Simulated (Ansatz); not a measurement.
**SnSe (SMILES [Se][Sn]) at 6 levels**

Aim: a comparison of 6 runs (B3LYP/STO-3G, CAM-B3LYP/STO-3G, UPBE0/STO-3G, UMP2/STO-3G, BCCD(T)/STO-3G, UCCSD(T)/STO-3G) of SnSe. 

The calculation is run with Ansatz 0.2.0.

53 further runs of the same task are left out: 14 that didn't finish, 39 set aside as unsound or not needed.

## Step 1: The structure to begin with

SnSe: 2 atoms, total charge 0, spin state singlet. SMILES: `[Se][Sn]`. The Sn2–Se1 distance was set to 3.508 Å, away from the relaxed value.

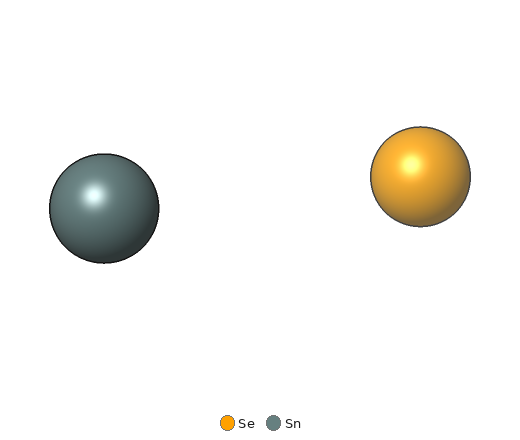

The structure, seen from a chosen angle (selenium orange, tin teal).

## Step 2: The energy at B3LYP/STO-3G (run 1)

The input, job.yaml:

```yaml
crystal:
  periodic: [false, false, false]
  atoms:
    - {symbol: Se, position_ang: [0.000000, 0.000000, -1.169160]}
    - {symbol: Sn, position_ang: [0.000000, 0.000000, 2.338340]}
basis:
  gaussian:
    orbitals: STO-3G
hamiltonian:
  xc: {name: B3LYP}
accuracy: high
```

The run is started by

```bash
$ ansatz run job.yaml --threads 1 --pin off --max-ram 2610MiB --events-out events.jsonl --progress --plain --runs-dir runs
```

Standard output:

```text
Warning: RAYON_NUM_THREADS=1 ignored (pool sized by the plan → 1); use --threads N
Functional definition: B3LYP
  name "B3LYP"
  parameter a0 = 0.2
  parameter ax = 0.72
  parameter ac = 0.81
  exchange = (1 - a0 - ax)*slater_x + ax*b88_x + a0*exact_x
  correlation = (1 - ac)*vwn_rpa_c + ac*lyp_c
669 factors; integrals over basis functions are off by at most 5.0e-9 eV
mean field evaluation 1: about -226927.9710 eV, gradient 2.3e1 eV
mean field evaluation 2: about -226827.5436 eV, gradient 3.4e1 eV
mean field evaluation 4: about -226927.5086 eV, gradient 2.2e1 eV
mean field evaluation 8: about -226942.5685 eV, gradient 3.4e-3 eV
mean field evaluation 16: about -226933.4822 eV, gradient 2.5e1 eV
mean field evaluation 32: about -226938.8235 eV, gradient 9.5e-1 eV
mean field -226942.55344413 eV, -8339.9850118840 hartree, gradient 3.6e-8 eV, S^2 0.000000; 6 other end points of the search recorded, 0 dependent functions left out
reference -226942.55347370 eV, -8339.9850129707 hartree; 42, 42 occupied and 3, 3 virtual orbitals, 669 factors
Total energy: -226942.55347370 eV, -8339.9850129707 hartree
```

Wall time 5.1 s (1 thread of Arm Neoverse V1, shared host); peak memory 0.14 GiB.

## Step 3: A single-point energy at CAM-B3LYP/STO-3G (run 2)

The input, input.yaml:

```yaml
crystal:
  periodic: [false, false, false]
  atoms:
    - {symbol: Se, position_ang: [0.000000, 0.000000, -1.169160]}
    - {symbol: Sn, position_ang: [0.000000, 0.000000, 2.338340]}
basis:
  gaussian:
    orbitals: STO-3G
hamiltonian:
  xc: {name: CAM-B3LYP}
accuracy: high
```

The run is started by

```bash
$ ansatz run input.yaml --threads 1 --pin off --max-ram 2610MiB --events-out events.jsonl --progress --plain --runs-dir runs
```

Standard output (excerpt; [...] marks lines left out):

```text
Warning: RAYON_NUM_THREADS=1 ignored (pool sized by the plan → 1); use --threads N
Functional definition: CAM-B3LYP
  name "CAM-B3LYP"
[...]
669 factors; integrals over basis functions are off by at most 5.0e-9 eV
135 factors; integrals over basis functions are off by at most 1.1e-9 eV
[...]
mean field -226948.67053491 eV, -8340.2098108240 hartree, gradient 2.0e-8 eV, S^2 0.000000; 3 other end points of the search recorded, 0 dependent functions left out
reference -226948.67054893 eV, -8340.2098113391 hartree; 42, 42 occupied and 3, 3 virtual orbitals, 669 factors
Total energy: -226948.67054893 eV, -8340.2098113391 hartree
```

It took 3.9 s on 1 thread of Arm Neoverse V1, shared host; peak memory 0.15 GiB.

Runs 3 to 4 aren't shown in full; the table further down has their settings and results.

## Step 4: A single-point energy at BCCD(T)/STO-3G (run 5)

Changes to job.yaml since step 2:

```diff
@@ -6,6 +6,5 @@
 basis:
-  gaussian:
-    orbitals: STO-3G
-hamiltonian:
-  xc: {name: B3LYP}
+  gaussian: {orbitals: STO-3G}
+correlation: {method: bccd_t, frozen_orbitals: {Se: 9, Sn: 18}}
 accuracy: high
+scf: {omitted_lower_state_checks: [cluster_reference, increment]}
```

The run is started by

```bash
$ ansatz run job.yaml --threads 1 --pin off --max-ram 2610MiB --events-out events.jsonl --progress --plain --runs-dir runs
```

Standard output:

```text
Warning: RAYON_NUM_THREADS=1 ignored (pool sized by the plan → 1); use --threads N
[... 16 lines left out ...]
27 core orbitals not correlated: weight in the atoms' cores, before any rotation towards them, 1.000 or more for the frozen orbitals, at most 0.000 for the correlated occupied ones
[... 50 lines left out ...]
Total energy: -226852.87016723 eV, -8336.6892122476 hartree
Checks for a lower state left out: cluster_reference, increment
```

It took 3.6 s on 1 thread of Arm Neoverse V1, shared host; peak memory 0.12 GiB.

## Step 5: A single-point energy at UCCSD(T)/STO-3G (run 6)

The input, input.yaml:

```yaml
crystal:
  periodic: [false, false, false]
  atoms:
    - symbol: Se
      position_ang: [0.000000, 0.000000, -1.169160]
    - symbol: Sn
      position_ang: [0.000000, 0.000000, 2.338340]
basis:
  gaussian: {orbitals: STO-3G}
magnetization: {spin_polarized: true}
correlation: {method: ccsd_t, frozen_orbitals: {Se: 9, Sn: 18}}
accuracy: high
scf: {omitted_lower_state_checks: [cluster_reference, increment]}
```

The run is started by

```bash
$ ansatz run input.yaml --threads 1 --pin off --max-ram 2610MiB --events-out events.jsonl --progress --plain --runs-dir runs
```

Standard output:

```text
Warning: RAYON_NUM_THREADS=1 ignored (pool sized by the plan → 1); use --threads N
[... 20 lines left out ...]
27 core orbitals not correlated: weight in the atoms' cores, before any rotation towards them, 1.000 or more for the frozen orbitals, at most 0.000 for the correlated occupied ones
[... 104 lines left out ...]
Total energy: -226855.31634966 eV, -8336.7791077937 hartree
Checks for a lower state left out: cluster_reference, increment
```

It took 14 s on 1 thread of Arm Neoverse V1, shared host; peak memory 0.17 GiB.

## Step 6: All runs side by side

```tsv
run	level	frozen core orbitals	energy (Eh)	wall time
1	B3LYP/STO-3G	–	-8339.985013	5.1 s
2	CAM-B3LYP/STO-3G	–	-8340.209811	3.9 s
3	UPBE0/STO-3G	–	-8339.541662	10 s
4	UMP2/STO-3G	27	-8336.760377	12 s
5	BCCD(T)/STO-3G	27	-8336.689212	3.6 s
6	UCCSD(T)/STO-3G	27	-8336.779108	14 s
```

## Step 7: Outcome

| quantity | value |
| --- | --- |
| run 6: total energy | -8336.77911 Eh |
| run 6: correlation energy (27 core orbitals frozen) | -28.2 mEh |
| run 6: (T) correction | -0.66 mEh |
| run 6: ⟨S²⟩ of the reference determinant | 1.742 |
| run 6: T1 diagnostic | 0.041 |

Totals of different functionals can't be ranked against each other. In run 5 the log says that unrestricted orbitals would lower the reference, so the values rest on an unstable closed-shell determinant (other closed-shell runs at this shape may share the fault). In runs 1, 2, 3, 4, 5, 6 the basis is minimal, so the values are rough. In runs 1, 2, 3, 4, 5, 6 relativity is left out where basis or elements ask for it. Spin contamination of the reference: run 4 ⟨S²⟩ = 1.74, run 6 ⟨S²⟩ = 1.74, run 3 ⟨S²⟩ = 1.26. Where it is this large, the reference is a mixture of spin states, and values that rest on it are in doubt. All runs together took 49 s, the longest 14 s.
